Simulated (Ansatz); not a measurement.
# HCl (hydrogen chloride), step by step

Aim: a series of 34 runs (HF/STO-3G, UHF/STO-3G, HF/3-21G, UHF/3-21G, HF/6-31G*, UHF/6-31G*, B3LYP/6-31G*, UB3LYP/6-31G*, and more) of ClH. 

The results are computed with Ansatz 0.2.0.

## 1. The structure to begin with

HCl has 2 atoms, charge 0, and is taken as a singlet. SMILES: `Cl`. The coordinates come from a PBE0-D4/def2-TZVP relaxation. The run starts from this shape.

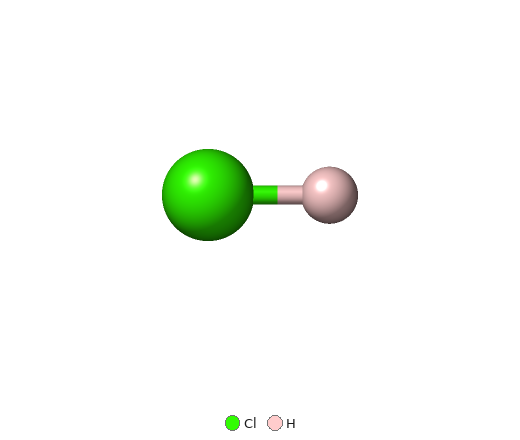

Viewed from a chosen angle; chlorine green, hydrogen pink.

## 2. A geometry optimisation at HF/STO-3G (run 1)

The input, job.yaml:

```yaml
crystal:
  periodic: [false, false, false]
  atoms:
    - {symbol: Cl, position_ang: [0.546000, -0.178500, 0.280800]}
    - {symbol: H, position_ang: [-0.546000, 0.178500, -0.280800]}
basis:
  gaussian:
    orbitals: STO-3G
hamiltonian:
  xc: hf
relax:
  f_tol: 0.002
output: {orbitals: {seedname: orbitals}}
```

Started as:

```sh
$ ansatz run job.yaml --threads 1 --pin off --max-ram 2610MiB --events-out events.jsonl --progress --plain --runs-dir runs
```

The program printed, shortened:

```text
Warning: RAYON_NUM_THREADS=1 ignored (pool sized by the plan → 1); use --threads N
[...]
Functional definition: HF
  name "HF"
[...]
114 factors; integrals over basis functions are off by at most 3.7e-6 eV
[...]
mean field -12384.85596837 eV, -455.1350620807 hartree, gradient 2.2e-5 eV, S^2 0.000000; 0 other end points of the search recorded, 0 dependent functions left out
[...]
reference -12384.85596837 eV, -455.1350620807 hartree; 9, 9 occupied and 1, 1 virtual orbitals, 114 factors
relax step   1: F+E_penalty+E_count = -12384.85596837 eV  Δ(F+E_penalty+E_count) = +0.000e0 eV  max|allowed force component| = 1.313e0 eV/Å  Δτ_max = 0.0000 Å  (18 SCF iters, accepted)
[...]
relax step   3: F+E_penalty+E_count = -12384.88180442 eV  Δ(F+E_penalty+E_count) = -8.458e-4 eV  max|allowed force component| = 6.453e-3 eV/Å  Δτ_max = 0.0031 Å  (15 SCF iters, accepted)
[...]
relax step   4: F+E_penalty+E_count = -12384.88180512 eV  Δ(F+E_penalty+E_count) = -6.965e-7 eV  max|allowed force component| = 2.268e-5 eV/Å  Δτ_max = 0.0001 Å  (14 SCF iters, accepted)
114 factors; integrals over basis functions are off by at most 3.4e-6 eV
[...]
mean field -12384.88180512 eV, -455.1360115636 hartree, gradient 1.8e-5 eV, S^2 0.000000; 1 other end points of the search recorded, 0 dependent functions left out
[...]
reference -12384.88180512 eV, -455.1360115636 hartree; 9, 9 occupied and 1, 1 virtual orbitals, 114 factors
Total energy: -12384.88180512 eV, -455.1360115636 hartree
Atom 0 at     0.560750    -0.183322     0.288386 Å, force     0.000023    -0.000007     0.000012 eV/Å
Atom 1 at    -0.560750     0.183322    -0.288386 Å, force    -0.000023     0.000007    -0.000012 eV/Å
Dipole moment:    -0.313791     0.102586    -0.161378 e Å
```

Run time: 0.24 s. Hardware: 1 thread of Intel Xeon 6975P-C (Granite Rapids), shared host.

The path in brief:

| step | energy from the first frame kept (eV) | largest force (eV/Å) |
| --- | --- | --- |
| 1 | 0.0000 | 1.5375 |
| 2 | -0.0250 | 0.2661 |
| 3 | -0.0258 | 0.0076 |
| 4 | -0.0258 | 0.0000 |

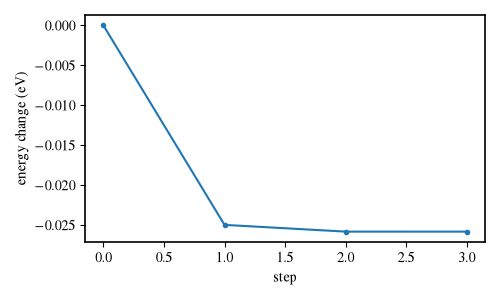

Energy along the run.

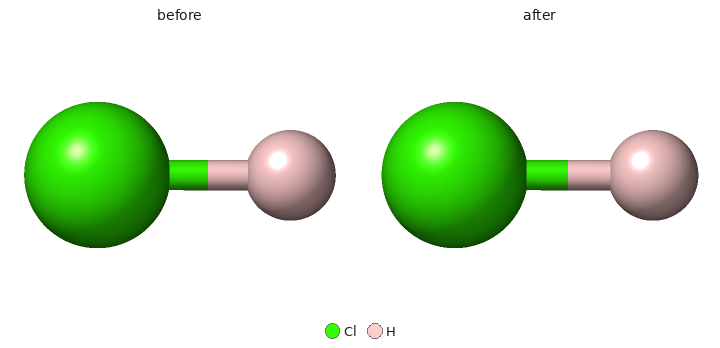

Before and after, at one scale.

After the run. Bond lengths: Cl1–H2 1.313 Å.

## 3. Vibrational wavenumbers at HF/STO-3G (run 2)

The input, run.yaml:

```yaml
crystal:
  periodic: [false, false, false]
  atoms:
    - symbol: Cl
      position_ang: [0.560750, -0.183322, 0.288386]
    - symbol: H
      position_ang: [-0.560750, 0.183322, -0.288386]
basis:
  gaussian:
    orbitals: STO-3G
hamiltonian:
  xc: hf
phonons:
  temperatures:
    t_min: 298.15
    t_max: 298.15
    t_step: 1
```

Started as:

```sh
$ ansatz run run.yaml --threads 1 --pin off --max-ram 2610MiB --events-out events.jsonl --progress --plain --runs-dir runs
```

The program printed, shortened:

```text
Warning: RAYON_NUM_THREADS=1 ignored (pool sized by the plan → 1); use --threads N
[... 2 set-up lines as earlier in the session ...]
[...]
114 factors; integrals over basis functions are off by at most 3.4e-6 eV
[...]
mean field -12384.88180512 eV, -455.1360115636 hartree, gradient 2.5e-5 eV, S^2 0.000000; 0 other end points of the search recorded, 0 dependent functions left out
[...]
reference -12384.88180512 eV, -455.1360115636 hartree; 9, 9 occupied and 1, 1 virtual orbitals, 114 factors
[...]
114 factors; integrals over basis functions are off by at most 3.4e-6 eV
[...]
mean field -12384.88180512 eV, -455.1360115636 hartree, gradient 1.0e-6 eV, S^2 0.000000; 0 other end points of the search recorded, 0 dependent functions left out
[...]
reference -12384.88180512 eV, -455.1360115636 hartree; 9, 9 occupied and 1, 1 virtual orbitals, 114 factors
[...]
114 factors; integrals over basis functions are off by at most 3.4e-6 eV
[...]
114 factors; integrals over basis functions are off by at most 3.4e-6 eV
[...]
mean field -12384.88167659 eV, -455.1360068402 hartree, gradient 1.0e-6 eV, S^2 0.000000; 0 other end points of the search recorded, 0 dependent functions left out
[...]
reference -12384.88167659 eV, -455.1360068402 hartree; 9, 9 occupied and 1, 1 virtual orbitals, 114 factors
[...]
114 factors; integrals over basis functions are off by at most 3.4e-6 eV
mean field -12384.88167757 eV, -455.1360068763 hartree, gradient 1.0e-6 eV, S^2 0.000000; 0 other end points of the search recorded, 0 dependent functions left out
[...]
reference -12384.88167757 eV, -455.1360068763 hartree; 9, 9 occupied and 1, 1 virtual orbitals, 114 factors
Total energy: -12384.88180512 eV, -455.1360115636 hartree
Atom 0 at     0.560750    -0.183322     0.288386 Å, force    -0.000006     0.000002    -0.000003 eV/Å
Atom 1 at    -0.560750     0.183322    -0.288386 Å, force     0.000006    -0.000002     0.000003 eV/Å
Dipole moment:    -0.313792     0.102586    -0.161379 e Å
Vibrations: 3371.63 cm⁻¹, zero-point energy 0.209014 eV
```

Wall time 0.4 s (1 thread of Intel Xeon 6975P-C (Granite Rapids), shared host).

Runs 3 to 29 aren't shown in full; the table further down has their settings and results.

## 4. The doublet cation: a geometry optimisation at UHF/cc-pVTZ (run 30)

The input, job.yaml:

```yaml
crystal:
  periodic: [false, false, false]
  atoms:
    - {symbol: Cl, position_ang: [0.541102, -0.176899, 0.278281]}
    - {symbol: H, position_ang: [-0.541102, 0.176899, -0.278281]}
basis:
  gaussian: {orbitals: cc-pVTZ}
total_charge: 1
magnetization: {spin_polarized: true, initial_magnetization: 1}
hamiltonian: {xc: hf}
relax: {}
```

Started as:

```sh
$ ansatz run job.yaml --threads 1 --pin off --max-ram 2610MiB --events-out events.jsonl --progress --plain --runs-dir runs
```

The program printed, shortened:

```text
Warning: RAYON_NUM_THREADS=1 ignored (pool sized by the plan → 1); use --threads N
[...]
[... 2 set-up lines as earlier in the session ...]
[...]
431 factors; their error is unknown
[...]
mean field -12508.60888624 eV, -459.6828979297 hartree, gradient 2.4e-5 eV, S^2 0.761084; 0 other end points of the search recorded, 0 dependent functions left out
[...]
reference -12508.60888624 eV, -459.6828979297 hartree; 9, 8 occupied and 39, 40 virtual orbitals, 431 factors
relax step   1: F+E_penalty+E_count = -12508.60888624 eV  Δ(F+E_penalty+E_count) = +0.000e0 eV  max|allowed force component| = 1.016e0 eV/Å  Δτ_max = 0.0000 Å  (38 SCF iters, accepted)
[...]
relax step   3: F+E_penalty+E_count = -12508.63038277 eV  Δ(F+E_penalty+E_count) = -4.025e-3 eV  max|allowed force component| = 2.464e-2 eV/Å  Δτ_max = 0.0078 Å  (33 SCF iters, accepted)
[...]
relax step   4: F+E_penalty+E_count = -12508.63039726 eV  Δ(F+E_penalty+E_count) = -1.448e-5 eV  max|allowed force component| = 3.897e-4 eV/Å  Δτ_max = 0.0005 Å  (33 SCF iters, accepted)
431 factors; their error is unknown
mean field -12508.63039726 eV, -459.6836884449 hartree, gradient 1.7e-5 eV, S^2 0.761130; 1 other end points of the search recorded, 0 dependent functions left out
[...]
reference -12508.63039726 eV, -459.6836884449 hartree; 9, 8 occupied and 39, 40 virtual orbitals, 431 factors
Total energy: -12508.63039726 eV, -459.6836884449 hartree
Atom 0 at     0.557083    -0.182123     0.286500 Å, force     0.000390    -0.000127     0.000200 eV/Å
Atom 1 at    -0.557083     0.182123    -0.286500 Å, force    -0.000390     0.000127    -0.000200 eV/Å
Dipole moment:    -0.288288     0.094248    -0.148263 e Å
```

It took 0.99 s on 1 thread of Intel Xeon 6975P-C (Granite Rapids), shared host; peak memory 0.096 GiB.

Steps, from the record of the run:

| step | energy from the first frame kept (eV) | largest force (eV/Å) |
| --- | --- | --- |
| 1 | 0.0000 | 1.1893 |
| 2 | -0.0175 | 0.4958 |
| 3 | -0.0215 | 0.0289 |
| 4 | -0.0215 | 0.0005 |

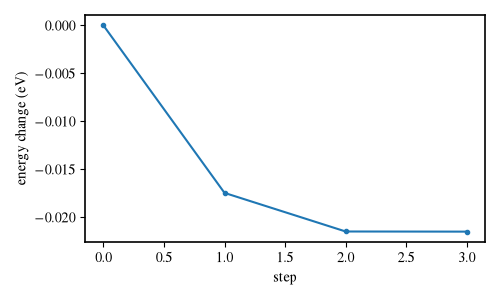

Energy along the run.

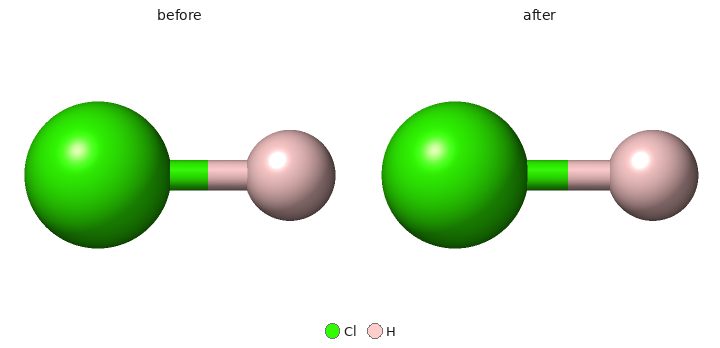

Before and after, at one scale.

After the run. Bond lengths: Cl1–H2 1.305 Å.

Runs 31 to 33 aren't shown in full; the table further down has their settings and results.

## 5. The doublet cation: a structure relaxation at U-wB97X-V/def2-TZVP (run 34)

The input, input.yaml:

```yaml
crystal:
  periodic: [false, false, false]
  atoms:
    - {symbol: Cl, position_ang: [0.545227, -0.178247, 0.280403]}
    - {symbol: H, position_ang: [-0.545227, 0.178247, -0.280403]}
basis:
  gaussian: {orbitals: def2-TZVP}
total_charge: 1
magnetization: {spin_polarized: true, initial_magnetization: 1}
hamiltonian: {xc: {name: wB97X-V}}
relax: {}
```

Started as:

```sh
$ ansatz run input.yaml --threads 1 --pin off --max-ram 2610MiB --events-out events.jsonl --progress --plain --runs-dir runs
```

The program printed, shortened:

```text
Warning: RAYON_NUM_THREADS=1 ignored (pool sized by the plan → 1); use --threads N
[...]
Functional definition: wB97X-V
  name "wB97X-V"
[...]
      + integral(e_c_pw_opposite_spin*poly(b97_u_opposite, cos0, cos1)) + vv10(b, c)
307 factors; their error is unknown
68 factors; integrals over basis functions are off by at most 2.6e-5 eV
[...]
mean field -12524.85079922 eV, -460.2797772227 hartree, gradient 5.5e-5 eV, S^2 0.753242; 0 other end points of the search recorded, 0 dependent functions left out
[...]
reference -12524.85079859 eV, -460.2797771994 hartree; 9, 8 occupied and 34, 35 virtual orbitals, 307 factors
relax step   1: F+E_penalty+E_count = -12524.85079922 eV  Δ(F+E_penalty+E_count) = +0.000e0 eV  max|allowed force component| = 1.045e0 eV/Å  Δτ_max = 0.0000 Å  (27 SCF iters, accepted)
[...]
relax step   3: F+E_penalty+E_count = -12524.87514895 eV  Δ(F+E_penalty+E_count) = -4.971e-3 eV  max|allowed force component| = 2.903e-2 eV/Å  Δτ_max = 0.0089 Å  (30 SCF iters, accepted)
[...]
relax step   4: F+E_penalty+E_count = -12524.87517075 eV  Δ(F+E_penalty+E_count) = -2.181e-5 eV  max|allowed force component| = 5.179e-4 eV/Å  Δτ_max = 0.0006 Å  (22 SCF iters, accepted)
307 factors; their error is unknown
68 factors; integrals over basis functions are off by at most 2.6e-5 eV
mean field -12524.87517075 eV, -460.2806728598 hartree, gradient 5.5e-5 eV, S^2 0.753276; 1 other end points of the search recorded, 0 dependent functions left out
[...]
reference -12524.87517011 eV, -460.2806728361 hartree; 9, 8 occupied and 34, 35 virtual orbitals, 307 factors
Total energy: -12524.87517011 eV, -460.2806728361 hartree
Atom 0 at     0.562884    -0.184019     0.289484 Å, force     0.000518    -0.000169     0.000266 eV/Å
Atom 1 at    -0.562884     0.184019    -0.289484 Å, force    -0.000518     0.000169    -0.000266 eV/Å
Dipole moment:    -0.285310     0.093274    -0.146731 e Å
```

Wall time 7.5 s (1 thread of Intel Xeon 6975P-C (Granite Rapids), shared host); peak memory 0.12 GiB.

Step by step:

| step | energy from the first frame kept (eV) | largest force (eV/Å) |
| --- | --- | --- |
| 1 | 0.0000 | 1.2236 |
| 2 | -0.0194 | 0.5315 |
| 3 | -0.0243 | 0.0340 |
| 4 | -0.0244 | 0.0006 |

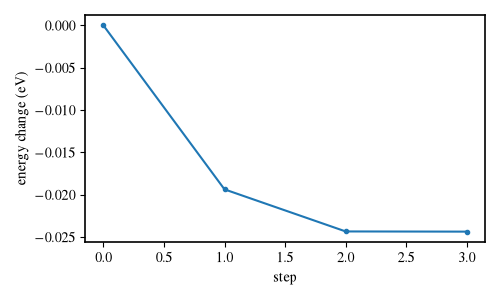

Energy along the run.

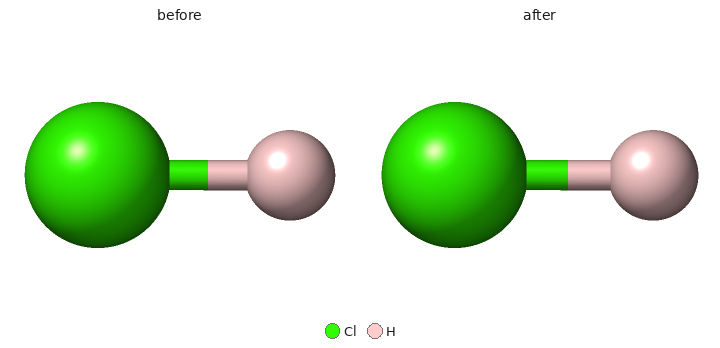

Before and after, at one scale.

After the run. Bond lengths: Cl1–H2 1.318 Å.

## 6. All runs side by side

| run | level | task | walk f tol | partner | energy (Eh) | dipole moment (D) | wall time |
| --- | --- | --- | --- | --- | --- | --- | --- |
| 1 | HF/STO-3G | optimise | 0.002 | base | -455.136012 | 1.77 | 0.24 s |
| 2 | HF/STO-3G | frequencies | – | base | -455.136012 | 1.77 | 0.4 s |
| 3 | UHF/STO-3G | energy | – | cation | -454.731761 | – | 0.04 s |
| 4 | UHF/STO-3G | optimise | – | cation | -454.736069 | – | 0.38 s |
| 5 | HF/3-21G | optimise | 0.002 | base | -457.869431 | 1.86 | 0.37 s |
| 6 | HF/3-21G | frequencies | – | base | -457.869431 | 1.86 | 0.42 s |
| 7 | UHF/3-21G | energy | – | cation | -457.433615 | – | 0.06 s |
| 8 | UHF/3-21G | optimise | – | cation | -457.434262 | – | 0.3 s |
| 9 | HF/6-31G* (Cartesian functions) | optimise | 0.002 | base | -460.059976 | 1.50 | 0.73 s |
| 10 | HF/6-31G* (Cartesian functions) | frequencies | – | base | -460.059976 | 1.50 | 1.4 s |
| 11 | UHF/6-31G* (Cartesian functions) | energy | – | cation | -459.633517 | – | 0.08 s |
| 12 | UHF/6-31G* (Cartesian functions) | optimise | – | cation | -459.633971 | – | 0.48 s |
| 13 | B3LYP/6-31G* (Cartesian functions) | optimise | 0.002 | base | -460.795697 | 1.47 | 0.85 s |
| 14 | B3LYP/6-31G* (Cartesian functions) | frequencies | – | base | -460.795697 | 1.47 | 1.6 s |
| 15 | UB3LYP/6-31G* (Cartesian functions) | energy | – | cation | -460.327837 | – | 0.26 s |
| 16 | UB3LYP/6-31G* (Cartesian functions) | optimise | – | cation | -460.328455 | – | 1.2 s |
| 17 | PBE/def2-SVP | optimise | 0.002 | base | -460.461219 | 1.33 | 0.73 s |
| 18 | PBE/def2-SVP | frequencies | – | base | -460.461219 | 1.33 | 1.7 s |
| 19 | UPBE/def2-SVP | energy | – | cation | -460.000624 | – | 0.22 s |
| 20 | UPBE/def2-SVP | optimise | – | cation | -460.001649 | – | 0.89 s |
| 21 | MP2/6-31G* (Cartesian functions) | optimise | 0.002 | base | -460.192356 | 1.53 | 0.44 s |
| 22 | MP2/6-31G* (Cartesian functions) | frequencies | – | base | -460.192356 | 1.53 | 1 s |
| 23 | UMP2/6-31G* (Cartesian functions) | energy | – | cation | -459.741822 | – | 0.1 s |
| 24 | UMP2/6-31G* (Cartesian functions) | optimise | – | cation | -459.742318 | – | 0.6 s |
| 25 | CCSD(T)/cc-pVDZ | optimise | 0.002 | base | -460.254636 | 1.32 | 2 s |
| 26 | CCSD(T)/cc-pVDZ | frequencies | – | base | -460.254636 | 1.32 | 4.5 s |
| 27 | HF/cc-pVTZ | optimise | 0.002 | base | -460.106842 | 1.26 | 0.54 s |
| 28 | HF/cc-pVTZ | frequencies | – | base | -460.106842 | 1.26 | 1.2 s |
| 29 | UHF/cc-pVTZ | energy | – | cation | -459.682898 | – | 0.12 s |
| 30 | UHF/cc-pVTZ | optimise | – | cation | -459.683688 | – | 0.99 s |
| 31 | wB97X-V/def2-TZVP | optimise | 0.002 | base | -460.747714 | 1.27 | 3.6 s |
| 32 | wB97X-V/def2-TZVP | frequencies | – | base | -460.747714 | 1.27 | 7.2 s |
| 33 | U-wB97X-V/def2-TZVP | energy | – | cation | -460.279777 | – | 1.3 s |
| 34 | U-wB97X-V/def2-TZVP | optimise | – | cation | -460.280673 | – | 7.5 s |

## 7. What came out

| quantity | value |
| --- | --- |
| doublet cation, run 34: total energy at the end | -460.28067 Eh |
| doublet cation, run 34: bond length | 1.318 Å |
| doublet cation, run 34: ⟨S²⟩ | 0.753 |
| vertical ionisation energy (to the doublet cation), HF/STO-3G | 11.000 eV |
| vertical ionisation energy (to the doublet cation), HF/6-31G* | 11.605 eV |
| vertical ionisation energy (to the doublet cation), MP2/6-31G* | 12.260 eV |
| vertical ionisation energy (to the doublet cation), HF/cc-pVTZ | 11.536 eV |
| vertical ionisation energy (to the doublet cation), wB97X-V/def2-TZVP | 12.733 eV |
| adiabatic ionisation energy (to the doublet cation, no zero-point term), PBE/def2-SVP | 12.506 eV |
| adiabatic ionisation energy (to the doublet cation, no zero-point term), MP2/6-31G* | 12.246 eV |
| adiabatic ionisation energy (to the doublet cation, no zero-point term), HF/cc-pVTZ | 11.515 eV |

**Reading.** At HF/STO-3G: the vertical ionisation energy comes to 11.00 eV (1061 kJ/mol). In a minimal basis such a difference can be off by several eV, whatever the method. At HF/6-31G*: removing an electron at fixed nuclei costs 11.60 eV (1120 kJ/mol). At MP2/6-31G*: removing an electron at fixed nuclei costs 12.26 eV (283 kcal/mol). At HF/cc-pVTZ: removing an electron at fixed nuclei costs 11.54 eV (266 kcal/mol). At wB97X-V/def2-TZVP: the vertical ionisation energy comes to 12.73 eV (1229 kJ/mol). Totals of different functionals can't be ranked against each other. In runs 1, 2, 3, 4 the basis is minimal, so the values are rough. All runs together took 44 s, the longest 7.5 s.
